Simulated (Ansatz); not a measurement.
Molecular dynamics, with input and output: C$_{2}$H$_{3}$OSi (charge +1) (part 2 of 2)

C$_{2}$H$_{3}$OSi, charge +1, SMILES O[CH+]C#[SiH]; RKS PBE0-D4/def2-SVPD (Ansatz 0.2.0). The run did not end well.

Geometry of the input (Å):
```
O  -0.8328  1.2458  0.3355
C  0.1414  0.4862  0.7633
C  0.6130  -0.6111  0.1169
Si 0.2880  -1.4805  -1.3470
H  -1.0469  1.9931  0.9180
H  0.6251  0.7337  1.7079
H  0.2121  -2.3672  -2.4946
```

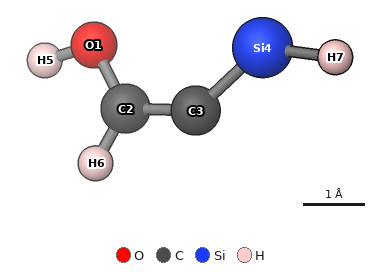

The geometry at step 26 of the log (ball-and-stick view, seen at a tilt; atoms are numbered from 1 in the order of the input).

Trajectory as extended XYZ, continued:
```
7
Properties=species:S:1:pos:R:3:forces:R:3 step=12 time_fs=6.0 energy=-12021.74563 temperature=734.8
O    -0.8499    1.2598    0.3356    0.9176   1.9683   3.1261
C     0.1644    0.4625    0.7407   -1.0804   1.0942   1.0041
C     0.6158   -0.6704    0.0648   -0.7182   2.1145   1.1933
Si    0.2807   -1.4511   -1.3264   -0.1917  -1.5500  -2.0385
H    -1.0613    2.1349    1.0640    1.0742  -3.9097  -3.0761
H     0.5608    0.7773    1.7697   -0.0382  -0.6817  -1.3427
H     0.4591   -2.6046   -2.3858    0.0367   0.9643   1.1337
7
Properties=species:S:1:pos:R:3:forces:R:3 step=13 time_fs=6.5 energy=-12021.69931 temperature=663.9
O    -0.8498    1.2599    0.3361    0.9441   1.9845   3.1673
C     0.1643    0.4615    0.7383   -0.9799   1.0799   1.1931
C     0.6150   -0.6742    0.0601   -0.7066   2.4572   1.5977
Si    0.2800   -1.4489   -1.3251   -0.2103  -1.7739  -2.3234
H    -1.0586    2.1375    1.0709    1.0613  -3.9427  -3.1329
H     0.5619    0.7795    1.7774   -0.1056  -0.7673  -1.5737
H     0.4828   -2.6144   -2.3611   -0.0032   0.9622   1.0719
7
Properties=species:S:1:pos:R:3:forces:R:3 step=14 time_fs=7.0 energy=-12021.72557 temperature=704.4
O    -0.8496    1.2602    0.3370    0.9818   1.9111   3.1225
C     0.1641    0.4608    0.7363   -0.8980   1.0221   1.2861
C     0.6141   -0.6776    0.0557   -0.6965   2.7813   1.9803
Si    0.2793   -1.4469   -1.3240   -0.2326  -1.9589  -2.5685
H    -1.0534    2.1306    1.0703    1.0232  -3.8713  -3.1023
H     0.5627    0.7797    1.7813   -0.1418  -0.8143  -1.7035
H     0.5066   -2.6220   -2.3338   -0.0361   0.9300   0.9854
7
Properties=species:S:1:pos:R:3:forces:R:3 step=15 time_fs=7.5 energy=-12021.82293 temperature=853.8
O    -0.8492    1.2609    0.3384    1.0355   1.7260   2.9727
C     0.1637    0.4602    0.7344   -0.8344   0.9237   1.2866
C     0.6131   -0.6804    0.0517   -0.6887   3.0801   2.3320
Si    0.2785   -1.4450   -1.3231   -0.2587  -2.0991  -2.7677
H    -1.0457    2.1144    1.0623    0.9550  -3.6733  -2.9649
H     0.5631    0.7781    1.7812   -0.1486  -0.8234  -1.7342
H     0.5303   -2.6273   -2.3042   -0.0602   0.8660   0.8754
7
Properties=species:S:1:pos:R:3:forces:R:3 step=16 time_fs=8.0 energy=-12021.97837 temperature=1091.4
O    -0.8487    1.2618    0.3403    1.1210   1.3632   2.6627
C     0.1631    0.4599    0.7329   -0.7906   0.7880   1.1955
C     0.6119   -0.6826    0.0481   -0.6840   3.3469   2.6441
Si    0.2778   -1.4432   -1.3224   -0.2890  -2.1895  -2.9154
H    -1.0358    2.0894    1.0471    0.8424  -3.2829  -2.6638
H     0.5632    0.7745    1.7768   -0.1264  -0.7949  -1.6667
H     0.5538   -2.6305   -2.2725   -0.0734   0.7692   0.7436
7
Properties=species:S:1:pos:R:3:forces:R:3 step=17 time_fs=8.5 energy=-12022.16211 temperature=1370.2
O    -0.8480    1.2629    0.3426    1.2658   0.7025   2.0898
C     0.1623    0.4597    0.7316   -0.7701   0.6183   1.0117
C     0.6106   -0.6841    0.0451   -0.6831   3.5751   2.9078
Si    0.2770   -1.4417   -1.3219   -0.3237  -2.2258  -3.0073
H    -1.0238    2.0566    1.0256    0.6594  -2.5802  -2.0946
H     0.5630    0.7689    1.7685   -0.0747  -0.7289  -1.4999
H     0.5772   -2.6319   -2.2390   -0.0736   0.6391   0.5924
7
Properties=species:S:1:pos:R:3:forces:R:3 step=18 time_fs=9.0 energy=-12022.32139 temperature=1608.3
O    -0.8471    1.2642    0.3452    1.5078  -0.4384   1.0934
C     0.1614    0.4596    0.7304   -0.7766   0.4183   0.7342
C     0.6092   -0.6850    0.0427   -0.6863   3.7581   3.1152
Si    0.2762   -1.4404   -1.3218   -0.3633  -2.2061  -3.0414
H    -1.0102    2.0176    0.9991    0.3696  -1.3829  -1.0946
H     0.5627    0.7616    1.7566    0.0080  -0.6258  -1.2327
H     0.6004   -2.6317   -2.2041   -0.0593   0.4767   0.4257
7
Properties=species:S:1:pos:R:3:forces:R:3 step=19 time_fs=9.5 energy=-12022.38147 temperature=1692.7
O    -0.8460    1.2653    0.3479    1.8827  -2.2643  -0.5172
C     0.1604    0.4596    0.7295   -0.8120   0.1933   0.3667
C     0.6076   -0.6850    0.0409   -0.6931   3.8887   3.2586
Si    0.2754   -1.4392   -1.3219   -0.4073  -2.1309  -3.0179
H    -0.9958    1.9753    0.9700   -0.0637   0.5151   0.5272
H     0.5623    0.7529    1.7418    0.1227  -0.4876  -0.8664
H     0.6234   -2.6305   -2.1682   -0.0294   0.2857   0.2489
7
Properties=species:S:1:pos:R:3:forces:R:3 step=20 time_fs=10.0 energy=-12022.27704 temperature=1531.0
O    -0.8446    1.2662    0.3506    2.3806  -4.8141  -2.8023
C     0.1592    0.4596    0.7286   -0.8736  -0.0490  -0.0758
C     0.6059   -0.6843    0.0398   -0.7020   3.9587   3.3302
Si    0.2745   -1.4383   -1.3222   -0.4546  -2.0046  -2.9399
H    -0.9815    1.9342    0.9421   -0.6354   3.1561   2.8289
H     0.5622    0.7429    1.7249    0.2692  -0.3198  -0.4104
H     0.6464   -2.6285   -2.1317    0.0158   0.0727   0.0693
7
Properties=species:S:1:pos:R:3:forces:R:3 step=21 time_fs=10.5 energy=-12022.03742 temperature=1178.3
O    -0.8429    1.2662    0.3528    2.8673  -7.5485  -5.3191
C     0.1578    0.4597    0.7277   -0.9503  -0.2961  -0.5600
C     0.6040   -0.6828    0.0393   -0.7103   3.9584   3.3231
Si    0.2736   -1.4375   -1.3228   -0.5023  -1.8361  -2.8134
H    -0.9687    1.9007    0.9210   -1.2213   6.0073   5.3618
H     0.5628    0.7322    1.7070    0.4426  -0.1332   0.1117
H     0.6694   -2.6264   -2.0950    0.0743  -0.1518  -0.1041
7
Properties=species:S:1:pos:R:3:forces:R:3 step=22 time_fs=11.0 energy=-12021.85331 temperature=914.7
O    -0.8407    1.2652    0.3543    3.0660  -9.1342  -6.8897
C     0.1562    0.4596    0.7267   -1.0212  -0.5300  -1.0302
C     0.6020   -0.6804    0.0395   -0.7141   3.8784   3.2314
Si    0.2726   -1.4369   -1.3237   -0.5460  -1.6390  -2.6472
H    -0.9589    1.8816    0.9128   -1.5574   7.7431   6.9399
H     0.5645    0.7212    1.6893    0.6307   0.0551   0.6569
H     0.6926   -2.6246   -2.0585    0.1420  -0.3735  -0.2610
7
Properties=species:S:1:pos:R:3:forces:R:3 step=23 time_fs=11.5 energy=-12021.92176 temperature=1013.9
O    -0.8380    1.2628    0.3547    2.7706  -8.4066  -6.4286
C     0.1544    0.4595    0.7254   -1.0579  -0.7269  -1.4123
C     0.5999   -0.6774    0.0403   -0.7098   3.7125   3.0532
Si    0.2716   -1.4364   -1.3248   -0.5798  -1.4314  -2.4533
H    -0.9527    1.8810    0.9211   -1.4464   7.2031   6.4703
H     0.5676    0.7103    1.6733    0.8109   0.2243   1.1617
H     0.7161   -2.6237   -2.0227    0.2125  -0.5751  -0.3910
7
Properties=species:S:1:pos:R:3:forces:R:3 step=24 time_fs=12.0 energy=-12022.18293 temperature=1394.9
O    -0.8350    1.2591    0.3541    2.0963  -5.7897  -4.2630
C     0.1524    0.4592    0.7239   -1.0316  -0.8601  -1.6280
C     0.5976   -0.6735    0.0418   -0.6952   3.4623   2.7931
Si    0.2706   -1.4360   -1.3260   -0.5969  -1.2341  -2.2455
H    -0.9501    1.8976    0.9449   -1.0008   4.8052   4.2768
H     0.5727    0.7000    1.6600    0.9508   0.3544   1.5522
H     0.7402   -2.6242   -1.9879    0.2774  -0.7380  -0.4855
7
Properties=species:S:1:pos:R:3:forces:R:3 step=25 time_fs=12.5 energy=-12022.41398 temperature=1742.9
O    -0.8316    1.2545    0.3529    1.3316  -2.7401  -1.6998
C     0.1502    0.4588    0.7221   -0.9178  -0.9082  -1.6150
C     0.5952   -0.6690    0.0438   -0.6697   3.1354   2.4614
Si    0.2694   -1.4357   -1.3275   -0.5906  -1.0680  -2.0379
H    -0.9498    1.9257    0.9790   -0.4973   1.9949   1.6681
H     0.5801    0.6905    1.6504    1.0163   0.4316   1.7622
H     0.7649   -2.6265   -1.9541    0.3275  -0.8456  -0.5389
7
Properties=species:S:1:pos:R:3:forces:R:3 step=26 time_fs=13.0 energy=-12022.49605 temperature=1874.6
O    -0.8280    1.2496    0.3515    0.6568  -0.2397   0.3533
C     0.1478    0.4581    0.7199   -0.7028  -0.8646  -1.3473
C     0.5926   -0.6638    0.0463   -0.6321   2.7426   2.0717
Si    0.2683   -1.4356   -1.3292   -0.5551  -0.9499  -1.8410
H    -0.9507    1.9586    1.0170   -0.1043  -0.2546  -0.4429
H     0.5899    0.6820    1.6451    0.9833   0.4521   1.7565
H     0.7904   -2.6308   -1.9217    0.3541  -0.8857  -0.5502
7
Properties=species:S:1:pos:R:3:forces:R:3 step=27 time_fs=13.5 energy=-12022.44839 temperature=1808.7
O    -0.8243    1.2446    0.3500    0.1069   1.5113   1.7031
C     0.1453    0.4573    0.7175   -0.3896  -0.7382  -0.8450
C     0.5899   -0.6581    0.0492   -0.5808   2.2949   1.6389
Si    0.2671   -1.4355   -1.3310   -0.4867  -0.8895  -1.6608
H    -0.9519    1.9909    1.0540    0.1513  -1.7471  -1.8573
H     0.6020    0.6746    1.6439    0.8479   0.4221   1.5443
H     0.8167   -2.6372   -1.8906    0.3510  -0.8534  -0.5231
7
Properties=species:S:1:pos:R:3:forces:R:3 step=28 time_fs=14.0 energy=-12022.33487 temperature=1638.7
O    -0.8206    1.2398    0.3489   -0.3449   2.6711   2.4939
C     0.1427    0.4564    0.7149   -0.0007  -0.5487  -0.1682
C     0.5871   -0.6519    0.0525   -0.5142   1.8031   1.1775
Si    0.2658   -1.4354   -1.3329   -0.3848  -0.8879  -1.4980
H    -0.9527    2.0190    1.0866    0.3017  -2.6423  -2.7150
H     0.6162    0.6682    1.6465    0.6278   0.3566   1.1753
H     0.8439   -2.6456   -1.8607    0.3150  -0.7520  -0.4655
7
Properties=species:S:1:pos:R:3:forces:R:3 step=29 time_fs=14.5 energy=-12022.20762 temperature=1445.0
O    -0.8170    1.2354    0.3481   -0.7314   3.4435   2.9174
C     0.1401    0.4553    0.7122    0.4286  -0.3193   0.6023
C     0.5842   -0.6454    0.0560   -0.4308   1.2780   0.7010
Si    0.2646   -1.4355   -1.3350   -0.2525  -0.9384  -1.3498
H    -0.9528    2.0408    1.1126    0.3839  -3.1450  -3.2039
H     0.6319    0.6627    1.6518    0.3547   0.2732   0.7207
H     0.8718   -2.6559   -1.8320    0.2474  -0.5920  -0.3877
7
Properties=species:S:1:pos:R:3:forces:R:3 step=30 time_fs=15.0 energy=-12022.09782 temperature=1276.8
O    -0.8134    1.2316    0.3478   -1.0744   3.9770   3.1170
C     0.1375    0.4542    0.7097    0.8599  -0.0713   1.3877
C     0.5812   -0.6386    0.0596   -0.3307   0.7304   0.2216
Si    0.2633   -1.4357   -1.3372   -0.0958  -1.0288  -1.2118
H    -0.9520    2.0551    1.1310    0.4243  -3.4059  -3.4646
H     0.6484    0.6578    1.6589    0.0639   0.1879   0.2507
H     0.9003   -2.6675   -1.8042    0.1528  -0.3893  -0.3005
7
Properties=species:S:1:pos:R:3:forces:R:3 step=31 time_fs=15.5 energy=-12022.02253 temperature=1161.2
O    -0.8101    1.2283    0.3479   -1.3840   4.3586   3.1804
C     0.1352    0.4530    0.7075    1.2607   0.1795   2.1265
C     0.5782   -0.6316    0.0633   -0.2151   0.1712  -0.2504
Si    0.2620   -1.4359   -1.3395    0.0769  -1.1443  -1.0796
H    -0.9501    2.0612    1.1411    0.4384  -3.5156  -3.5820
H     0.6651    0.6534    1.6666   -0.2150   0.1123  -0.1810
H     0.9292   -2.6801   -1.7771    0.0382  -0.1617  -0.2139
7
Properties=species:S:1:pos:R:3:forces:R:3 step=32 time_fs=16.0 energy=-12021.99148 temperature=1113.7
O    -0.8069    1.2257    0.3485   -1.6604   4.6258   3.1511
C     0.1331    0.4519    0.7057    1.6078   0.4226   2.7786
C     0.5750   -0.6247    0.0669   -0.0872  -0.3879  -0.7062
Si    0.2607   -1.4362   -1.3419    0.2568  -1.2705  -0.9501
H    -0.9473    2.0589    1.1426    0.4332  -3.5165  -3.5966
H     0.6812    0.6492    1.6739   -0.4620   0.0529  -0.5416
H     0.9582   -2.6931   -1.7505   -0.0883   0.0735  -0.1353
7
Properties=species:S:1:pos:R:3:forces:R:3 step=33 time_fs=16.5 energy=-12022.00970 temperature=1141.8
O    -0.8040    1.2238    0.3496   -1.8956   4.7746   3.0350
C     0.1313    0.4509    0.7044    1.8879   0.6516   3.3221
C     0.5719   -0.6178    0.0704    0.0486  -0.9351  -1.1384
Si    0.2594   -1.4367   -1.3444    0.4356  -1.3952  -0.8218
H    -0.9433    2.0481    1.1355    0.4086  -3.4109  -3.5112
H     0.6963    0.6452    1.6798   -0.6662   0.0130  -0.8162
H     0.9869   -2.7059   -1.7242   -0.2189   0.3020  -0.0695
7
Properties=species:S:1:pos:R:3:forces:R:3 step=34 time_fs=17.0 energy=-12022.07623 temperature=1243.6
O    -0.8014    1.2226    0.3512   -2.0736   4.7596   2.8006
C     0.1299    0.4500    0.7038    2.0944   0.8620   3.7466
C     0.5688   -0.6111    0.0737    0.1862  -1.4577  -1.5407
Si    0.2581   -1.4372   -1.3469    0.6063  -1.5091  -0.6948
H    -0.9384    2.0292    1.1200    0.3570  -3.1608  -3.2912
H     0.7098    0.6412    1.6838   -0.8235  -0.0066  -1.0013
H     1.0152   -2.7180   -1.6981   -0.3468   0.5128  -0.0192
7
Properties=species:S:1:pos:R:3:forces:R:3 step=35 time_fs=17.5 energy=-12022.17920 temperature=1399.8
O    -0.7990    1.2221    0.3531   -2.1694   4.4873   2.3712
C     0.1289    0.4493    0.7040    2.2253   1.0499   4.0476
C     0.5657   -0.6046    0.0766    0.3186  -1.9429  -1.9077
Si    0.2569   -1.4379   -1.3496    0.7637  -1.6067  -0.5700
H    -0.9327    2.0028    1.0966    0.2621  -2.6805  -2.8571
H     0.7213    0.6372    1.6854   -0.9334  -0.0059  -1.0992
H     1.0426   -2.7289   -1.6721   -0.4668   0.6987   0.0152
7
Properties=species:S:1:pos:R:3:forces:R:3 step=36 time_fs=18.0 energy=-12022.28822 temperature=1562.5
O    -0.7971    1.2223    0.3555   -2.1477   3.8029   1.6117
C     0.1284    0.4488    0.7050    2.2807   1.2115   4.2226
C     0.5627   -0.5986    0.0792    0.4383  -2.3779  -2.2346
Si    0.2558   -1.4387   -1.3522    0.9045  -1.6845  -0.4487
H    -0.9263    1.9699    1.0664    0.0960  -1.8223  -2.0717
H     0.7305    0.6331    1.6844   -0.9964   0.0148  -1.1135
H     1.0689   -2.7380   -1.6460   -0.5755   0.8556   0.0343
7
Properties=species:S:1:pos:R:3:forces:R:3 step=37 time_fs=18.5 energy=-12022.34744 temperature=1645.4
O    -0.7954    1.2231    0.3580   -1.9636   2.4904   0.3264
C     0.1283    0.4485    0.7068    2.2621   1.3425   4.2708
C     0.5598   -0.5931    0.0813    0.5383  -2.7513  -2.5173
Si    0.2548   -1.4397   -1.3549    1.0268  -1.7413  -0.3321
H    -0.9196    1.9327    1.0313   -0.1812  -0.3769  -0.7401
H     0.7374    0.6291    1.6807   -1.0121   0.0546  -1.0470
H     1.0938   -2.7452   -1.6198   -0.6704   0.9821   0.0395
7
Properties=species:S:1:pos:R:3:forces:R:3 step=38 time_fs=19.0 energy=-12022.28371 temperature=1540.4
O    -0.7940    1.2243    0.3607   -1.5790   0.3553  -1.6646
C     0.1287    0.4485    0.7095    2.1728   1.4390   4.1932
C     0.5570   -0.5881    0.0829    0.6128  -3.0540  -2.7529
Si    0.2538   -1.4408   -1.3576    1.1300  -1.7764  -0.2204
H    -0.9135    1.8946    0.9943   -0.6081   1.8461   1.3127
H     0.7419    0.6253    1.6745   -0.9783   0.1122  -0.9006
H     1.1171   -2.7500   -1.5936   -0.7502   1.0778   0.0326
7
Properties=species:S:1:pos:R:3:forces:R:3 step=39 time_fs=19.5 energy=-12022.06052 temperature=1202.5
O    -0.7929    1.2255    0.3630   -1.0169  -2.4825  -4.2510
C     0.1295    0.4488    0.7130    2.0186   1.4978   3.9955
C     0.5543   -0.5837    0.0840    0.6584  -3.2811  -2.9399
Si    0.2530   -1.4421   -1.3604    1.2141  -1.7895  -0.1127
H    -0.9087    1.8609    0.9605   -1.1692   4.7267   3.9664
H     0.7440    0.6217    1.6662   -0.8910   0.1850  -0.6738
H     1.1386   -2.7522   -1.5672   -0.8141   1.1436   0.0154
7
Properties=species:S:1:pos:R:3:forces:R:3 step=40 time_fs=20.0 energy=-12021.78059 temperature=793.7
O    -0.7919    1.2263    0.3648   -0.4542  -5.1186  -6.5994
C     0.1308    0.4494    0.7173    1.8100   1.5143   3.6879
C     0.5517   -0.5799    0.0844    0.6748  -3.4327  -3.0782
Si    0.2522   -1.4435   -1.3631    1.2799  -1.7798  -0.0075
H    -0.9068    1.8385    0.9362   -1.7034   7.3671   6.3743
H     0.7440    0.6185    1.6562   -0.7455   0.2692  -0.3671
H     1.1582   -2.7516   -1.5409   -0.8616   1.1804  -0.0101
```

What the run reported:

| quantity | value |
| --- | --- |
| outcome | stopped at the time limit |
| mean temperature over the second half | 1363 K |
| trajectory | 40 steps, 20 fs |
| ensemble | nve |
| temperature in the input | 1500 K |
| time step | 0.5 fs |
| hardware | 2 threads of AMD EPYC, 180 GiB of memory available, shared host |
| wall time | 5 min (CPU time 5.7 min) |
| peak memory | 0.21 GiB |

What went wrong:

The run was cut off by its time limit, so the output is incomplete.
